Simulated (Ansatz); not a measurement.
**AlF$_{2}$HS···HBr: density, localisation and related maps**

The calculation's input:

```
crystal:
  periodic: [false, false, false]
  atoms:
    - { symbol: Al, position_ang: [-1.0133, -0.2326, -0.2481] }
    - { symbol: Br, position_ang: [0.806, -2.1283, 0.757] }
    - { symbol: F, position_ang: [-1.7962, -0.7657, -1.5832] }
    - { symbol: F, position_ang: [-1.6321, 0.5053, 1.0814] }
    - { symbol: H, position_ang: [1.5021, -0.3621, 0.1516] }
    - { symbol: S, position_ang: [1.1668, 1.1933, -0.667] }
    - { symbol: H, position_ang: [0.9667, 1.7901, 0.5084] }
basis:
  gaussian: { orbitals: def2-SVP }
hamiltonian:
  xc: pbe0
  dispersion: d4
relax:
  f_tol: 0.15
  max_steps: 25
  restrain:
    - { distance: [0, 5], at: 2.26, k: 30.0 }
    - { distance: [4, 1], at: 1.51, k: 30.0 }
    - { distance: [0, 1], at: 3.71, k: 30.0 }
    - { distance: [4, 5], at: 2.66, k: 30.0 }
output:
  orbitals: {}
```

Launched as:

```sh
ansatz run input.yaml --threads 2 --pin off --max-ram 3072MiB --backend cpu --events-out ev --progress --plain --runs-dir out
```

The fields are those of the run's last geometry, not of the input's.

Not at a stationary point (largest force 1.0 eV/Å).

These are results of Ansatz, RKS PBE0-D4/def2-SVP, not measurements.

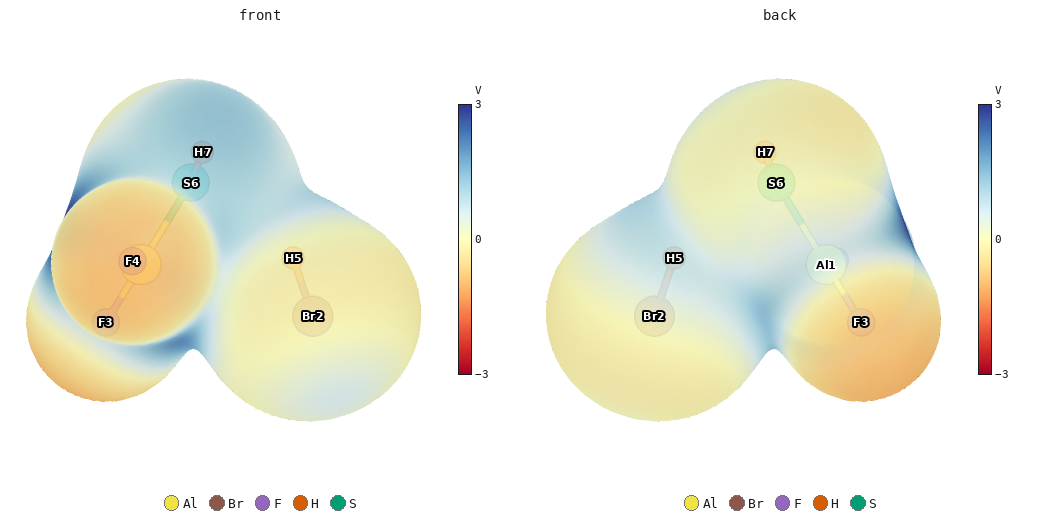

Figure 1. The molecular electrostatic potential painted on the density surface at 0.001 e/bohr³, seen from the front and from behind; the colour scale runs from red (negative) to blue (positive).

### Where is the surface potential most negative and most positive?

The most negative region (about −1.0 V) lies over F3 and F4, the most positive (about +2.8 V) over Al1. Br2 shows a σ-hole: about +0.6 V at the tip opposite its bond, against about 0.0 V on its flanks.

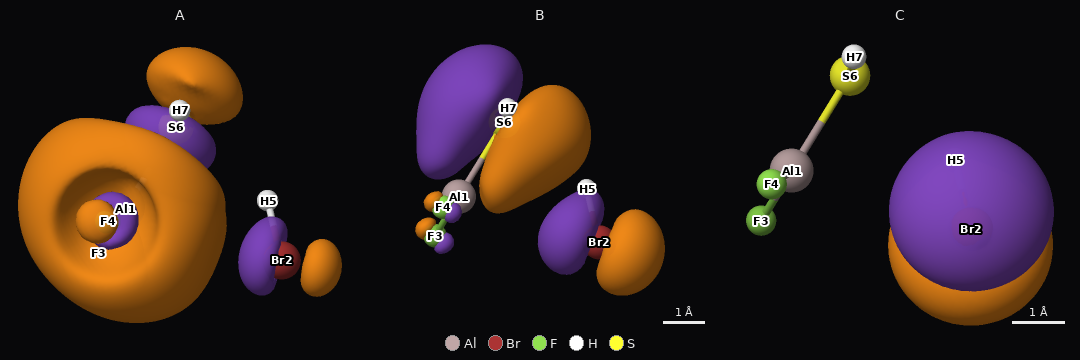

Figure 2. Three frontier orbitals at ±0.06 Å⁻³ᐟ² (orange and purple are the two phases), in no order.

### Order the three orbitals by energy and name them.

C is the HOMO−1 (−8.86 eV). It lies mainly on Br2 (about 95 %); largely a lone pair of Br2. B is the HOMO (−8.32 eV). By Hirshfeld shares it lies mainly on S6 (about 75 %) and Br2 (about 10 %); largely a lone pair of S6. A is the LUMO (−1.16 eV). It lies mainly on Al1 (about 55 %), S6 (about 20 %), F3 (about 10 %) and F4 (about 10 %).

### What is the HOMO–LUMO gap?

7.16 eV between the orbital energies.

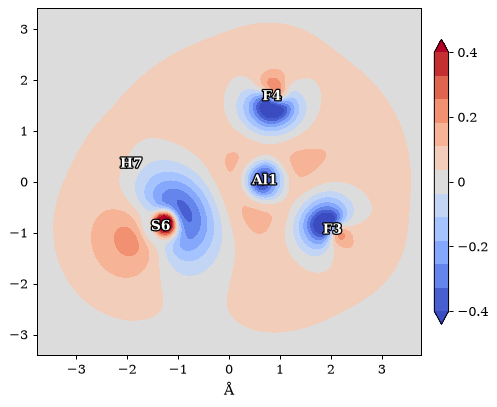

Figure 3. The LUMO on the plane of atoms Al1, S6 and H7 (values in Å⁻³ᐟ²; the overall sign is arbitrary).

### Describe this orbital and give its energy.

Its weight (Hirshfeld) is mainly on Al1 (about 55 %), S6 (about 20 %), F3 (about 10 %) and F4 (about 10 %). Its energy is −1.16 eV.
